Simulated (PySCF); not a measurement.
# GeSiH6Se (SMILES [SiH3][Se][GeH3]): levels of theory compared

Aim: a comparison of 4 runs (HF/STO-3G, HF/3-21G, HF/pcseg-1, B3LYP/6-31G*) of GeSiH6Se. The job is set up through a Python script.

The calculation is run with PySCF 2.14.0.

### Step 1. The system as given

The species is GeSiH6Se (9 atoms), meant as a singlet with charge 0. SMILES: `[SiH3][Se][GeH3]`. The shape is that of a PBE0-D4/def2-TZVP optimisation.

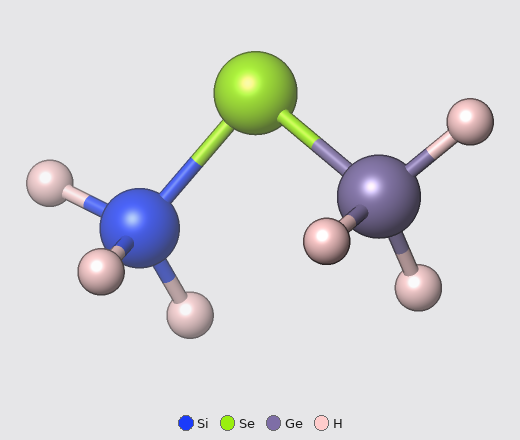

Viewed from a chosen angle; silicon blue, selenium green, germanium purple, hydrogen pink.

### Step 2. Energy and gradient at HF/STO-3G (run 1)

The input, input.py:

```python
from pyscf import gto, scf

system = gto.Mole()
system.atom = [
    ('Si', (-0.754900, 0.820500, -1.278500)),
    ('Se', (1.367800, 0.708900, -0.472300)),
    ('Ge', (0.847300, -0.801700, 1.261200)),
    ('H', (-1.226800, -0.517800, -1.718700)),
    ('H', (-0.718400, 1.749400, -2.434100)),
    ('H', (-1.689700, 1.335000, -0.244500)),
    ('H', (0.279300, -2.099000, 0.666000)),
    ('H', (2.166300, -1.072100, 1.994100)),
    ('H', (-0.182600, -0.169500, 2.209800)),
]
system.verbose = 4
system.max_memory = 1860
system.basis = 'sto-3g'
system.spin = 0
system.charge = 0
system.build()

myscf = scf.RHF(system)
myscf.conv_tol = 1e-10
myscf.kernel()
if not myscf.converged:
    myscf = myscf.newton().run(myscf.mo_coeff, myscf.mo_occ)

e_final = myscf.e_tot
print('Final energy', e_final)
grad = myscf.nuc_grad_method().kernel()
myscf.analyze()
```

Command:

```
$ OMP_NUM_THREADS=1 python input.py
```

The program printed:

```text
PySCF version 2.14.0

[... 73 lines left out ...]
Total Energy =                       -4714.477490856651457
[... 8 lines left out ...]
MO #2   energy= -400.568861176979  occ= 2
[... 6 lines left out ...]
MO #9   energy= -45.4764667070621  occ= 2
[... 6 lines left out ...]
MO #16  energy= -6.00028303990999  occ= 2
[... 6 lines left out ...]
MO #23  energy= -4.01202109100612  occ= 2
[... 6 lines left out ...]
MO #30  energy= -0.682153480067787 occ= 2
[... 6 lines left out ...]
MO #37  energy= -0.452201085913492 occ= 2
[... 6 lines left out ...]
MO #44  energy= 0.33158054551507   occ= 0
[... 6 lines left out ...]
MO #51  energy= 0.568556358761881  occ= 0
[... 63 lines left out ...]
Dipole moment(X, Y, Z, Debye): -1.84326, -0.95715,  0.62350
```

Wall time 11 s (1 thread of Intel Xeon at 2.50GHz (Skylake/Cascade Lake), shared host); peak memory 0.12 GiB.

### Step 3. Energy and forces at HF/3-21G (run 2)

The input, job.py:

```python
# [SiH3][Se][GeH3]
from pyscf import gto, scf

mol = gto.M(
    atom='''
Si    -0.754900     0.820500    -1.278500
Se     1.367800     0.708900    -0.472300
Ge     0.847300    -0.801700     1.261200
H     -1.226800    -0.517800    -1.718700
H     -0.718400     1.749400    -2.434100
H     -1.689700     1.335000    -0.244500
H      0.279300    -2.099000     0.666000
H      2.166300    -1.072100     1.994100
H     -0.182600    -0.169500     2.209800
''',
    charge=0,
    max_memory=1860,
    spin=0,
    verbose=4,
    basis='3-21g',
)

mf = scf.RHF(mol)
mf.conv_tol = 1e-10
mf.kernel()
if not mf.converged:
    mf = mf.newton().run(mf.mo_coeff, mf.mo_occ)

energy = mf.e_tot
print('Final energy', energy)
grad = mf.nuc_grad_method().kernel()
mf.analyze()
```

Command:

```
$ OMP_NUM_THREADS=1 python job.py
```

The program printed:

```text
PySCF version 2.14.0

[... 79 lines left out ...]
Two-electron Coulomb Energy =         2584.573958909608791
[... 11 lines left out ...]
MO #9   energy= -45.9551057955242  occ= 2
[... 9 lines left out ...]
MO #19  energy= -5.12552650356458  occ= 2
[... 9 lines left out ...]
MO #29  energy= -1.57582405103483  occ= 2
[... 9 lines left out ...]
MO #39  energy= -0.497677207354066 occ= 2
[... 9 lines left out ...]
MO #49  energy= 0.222679538145188  occ= 0
[... 9 lines left out ...]
MO #59  energy= 0.669406041904849  occ= 0
[... 9 lines left out ...]
MO #69  energy= 1.40015141642285   occ= 0
[... 81 lines left out ...]
Dipole moment(X, Y, Z, Debye): -1.55067, -1.05580,  0.83815
```

It took 11 s on 1 thread of Intel Xeon at 2.50GHz (Skylake/Cascade Lake), shared host; peak memory 0.14 GiB.

### Step 4. Energy and gradient at HF/pcseg-1 (run 3)

The input, job.py:

```python
import pyscf.grad
from pyscf import gto

mol = gto.M(
    atom='''
Si  -0.754900   0.820500  -1.278500
Se   1.367800   0.708900  -0.472300
Ge   0.847300  -0.801700   1.261200
H   -1.226800  -0.517800  -1.718700
H   -0.718400   1.749400  -2.434100
H   -1.689700   1.335000  -0.244500
H    0.279300  -2.099000   0.666000
H    2.166300  -1.072100   1.994100
H   -0.182600  -0.169500   2.209800
''',
    charge=0,
    basis='pcseg-1',
    verbose=3,
    max_memory=1860,
)

mf = mol.RHF()
mf.conv_tol = 1e-10
mf.kernel()
if not mf.converged:
    mf = mf.newton().run(mf.mo_coeff, mf.mo_occ)

e_final = mf.e_tot
print('E = %.10f Eh' % e_final)
grad = mf.Gradients().kernel()
mf.analyze()
```

Command:

```
$ OMP_NUM_THREADS=1 python job.py
```

The program printed:

```text
converged SCF energy = -4767.06589708482
[... 15 lines left out ...]
MO #6   energy= -54.2171472890978  occ= 2
[... 11 lines left out ...]
MO #18  energy= -5.20621543457427  occ= 2
[... 11 lines left out ...]
MO #30  energy= -1.67982069527541  occ= 2
[... 11 lines left out ...]
MO #42  energy= -0.409875521501412 occ= 2
[... 11 lines left out ...]
MO #54  energy= 0.292482863492001  occ= 0
[... 11 lines left out ...]
MO #66  energy= 0.651952320630266  occ= 0
[... 11 lines left out ...]
MO #78  energy= 1.00082083074798   occ= 0
[... 11 lines left out ...]
MO #90  energy= 2.19093561835758   occ= 0
[... 11 lines left out ...]
MO #102 energy= 2.87281929771554   occ= 0
[... 10 lines left out ...]
Dipole moment(X, Y, Z, Debye): -1.10697, -0.74692,  0.58902
```

It took 82 s on 1 thread of Intel Xeon at 2.50GHz (Skylake/Cascade Lake), shared host; peak memory 0.23 GiB.

### Step 5. Energy and forces at B3LYP/6-31G(d) (Cartesian functions) (run 4)

The input, input.xyz:

```xyz
9

Si    -0.754900     0.820500    -1.278500
Se     1.367800     0.708900    -0.472300
Ge     0.847300    -0.801700     1.261200
H     -1.226800    -0.517800    -1.718700
H     -0.718400     1.749400    -2.434100
H     -1.689700     1.335000    -0.244500
H      0.279300    -2.099000     0.666000
H      2.166300    -1.072100     1.994100
H     -0.182600    -0.169500     2.209800
```

The input, job.py:

```python
from pyscf import gto, dft

mol = gto.M(
    atom='input.xyz',
    cart=True,
    verbose=3,
    basis='6-31g*',
    spin=0,
    max_memory=1860,
)

ks = dft.RKS(mol, xc='b3lyp')
ks.conv_tol = 1e-10
ks.grids.level = 5
ks.kernel()
if not ks.converged:
    ks = ks.newton().run(ks.mo_coeff, ks.mo_occ)

e_final = ks.e_tot
print('Final energy', e_final)
grad = ks.nuc_grad_method().kernel()
dip = ks.dip_moment()
pop, q = ks.mulliken_pop()
```

Command:

```
$ OMP_NUM_THREADS=1 python job.py
```

The program printed:

```text
converged SCF energy = -4771.20059883459
Final energy -4771.200598834587
[... 8 lines left out ...]
Dipole moment(X, Y, Z, Debye): -0.93351, -0.69913,  0.58385
[... 111 lines left out ...]
charge of    8H =      0.04327
```

It took 1.9 min on 1 thread of Intel Xeon at 2.50GHz (Skylake/Cascade Lake), shared host; peak memory 1 GiB.

### Step 6. The series

```
run                               level  Cartesian functions  integration grid   energy (Eh)  dipole moment (D)  HOMO energy (eV)  LUMO energy (eV)  wall time
  1                           HF/STO-3G                   no                 –  -4714.477491               2.17             -6.74              9.02       11 s
  2                            HF/3-21G                   no                 –  -4744.689840               2.05             -9.42              2.74       11 s
  3                          HF/pcseg-1                   no                 –  -4767.065897               1.46             -9.50              2.76       82 s
  4  B3LYP/6-31G* (Cartesian functions)                  yes                 5  -4771.200599               1.30             -6.57             -0.62    1.9 min
```

### Step 7. Outcome

| quantity | value |
| --- | --- |
| run 4: total energy | -4771.20060 Eh |
| run 4: dipole moment | 1.30 D |
| run 4: HOMO energy | -6.57 eV |
| run 4: LUMO energy | -0.62 eV |
| run 4: HOMO–LUMO gap | 5.95 eV |
| run 4: largest force on an atom | 0.486 eV/Å |

What this shows: The dipole moment (its size) runs from 1.30 D (B3LYP/6-31G*) to 2.17 D (HF/STO-3G). The two ends differ in method and basis. The HOMO–LUMO gap runs from 5.95 eV (B3LYP/6-31G*) to 15.77 eV (HF/STO-3G). In run 1 the basis is minimal, so the values are rough. All runs together took 3.6 min, the longest 1.9 min.
